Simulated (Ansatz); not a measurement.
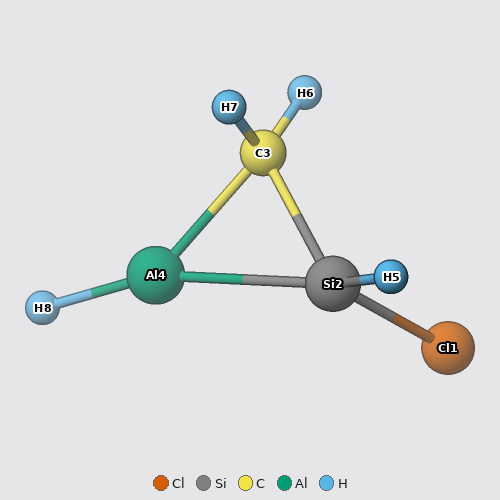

The system is CH₄AlClSi, SMILES Cl[SiH]1[CH2][AlH]1; the picture shows the reference structure. First axis: bond length C3–H6. Second axis: bond length C3–H7. Nothing is relaxed (all other coordinates rigid). The grid has 13 × 13 points. Energies: eV, counted from the relaxed molecule at the same level. The calculation used Ansatz, RKS PBE-D4/def2-SVP.

Its coordinates:

| atom | x (Å) | y (Å) | z (Å) |
| --- | --- | --- | --- |
| Cl | -2.2589 | 1.3702 | -0.3089 |
| Si | -0.4181 | 0.5439 | -0.9180 |
| C | 0.6794 | 0.2114 | 0.6257 |
| Al | -0.1148 | -1.5309 | 0.1479 |
| H | 0.1194 | 1.4009 | -2.0360 |
| H | 0.6808 | 0.8328 | 1.5430 |
| H | 1.7259 | 0.1433 | 0.2281 |
| H | -0.3214 | -3.0286 | 0.6625 |

Range: bond length C3–H6 from 0.931 to 1.440 Å; bond length C3–H7 from 0.987 to 1.402 Å.

### What will the energy surface look like?

The lowest grid point is at bond length C3–H6 = 1.101 Å, bond length C3–H7 = 1.125 Å, 0.0010 eV from the relaxed molecule at the same level. No other kind of well shows on this grid. The highest grid point, bond length C3–H6 = 1.440 Å, bond length C3–H7 = 1.402 Å, lies 1.66 eV above the lowest. Round the minimum the two coordinates are nearly uncoupled.

```
bond length C3–H7 ↓, bond length C3–H6 →  0.931  0.973  1.016  1.058  1.101  1.143  1.186  1.228  1.271  1.313  1.355  1.398  1.440
                                   1.402   1.42   1.08   0.85   0.73   0.69   0.71   0.77   0.87   1.00   1.15   1.31   1.48   1.66
                                   1.367   1.29   0.95   0.73   0.61   0.56   0.58   0.64   0.74   0.87   1.02   1.18   1.35   1.53
                                   1.333   1.17   0.83   0.61   0.49   0.44   0.46   0.53   0.62   0.75   0.90   1.06   1.23   1.41
                                   1.298   1.05   0.71   0.49   0.37   0.33   0.35   0.41   0.51   0.64   0.79   0.95   1.12   1.29
                                   1.264   0.95   0.61   0.39   0.27   0.23   0.25   0.31   0.41   0.54   0.68   0.84   1.02   1.19
                                   1.229   0.86   0.52   0.30   0.18   0.14   0.16   0.22   0.32   0.45   0.59   0.75   0.93   1.10
                                   1.194   0.79   0.45   0.23   0.11   0.07   0.09   0.15   0.25   0.38   0.52   0.68   0.86   1.03
                                   1.160   0.74   0.41   0.18   0.06   0.02   0.04   0.10   0.20   0.33   0.48   0.64   0.81   0.98
                                   1.125   0.72   0.38   0.16   0.04   0.00   0.02   0.08   0.18   0.31   0.46   0.62   0.79   0.96
                                   1.091   0.74   0.40   0.18   0.06   0.02   0.03   0.10   0.20   0.33   0.47   0.63   0.80   0.98
                                   1.056   0.79   0.46   0.24   0.12   0.07   0.09   0.16   0.26   0.39   0.53   0.69   0.86   1.04
                                   1.022   0.90   0.56   0.34   0.22   0.18   0.20   0.26   0.36   0.49   0.64   0.80   0.97   1.14
                                   0.987   1.07   0.73   0.51   0.39   0.35   0.37   0.44   0.54   0.67   0.81   0.97   1.14   1.32
```

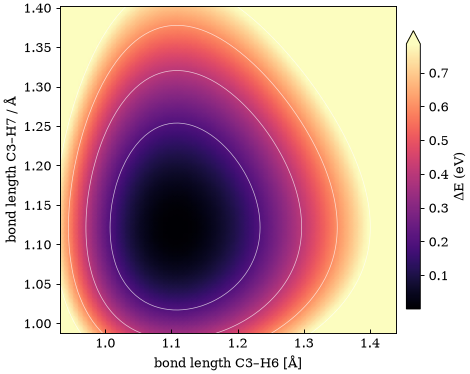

The picture shows a smooth colour map with a few white contour lines, one colour for all values above the top of the scale. Between grid points the surface is interpolated.

Time for the 169 points that were run: 12 min on 1 thread of Arm Neoverse V1, on a shared host.
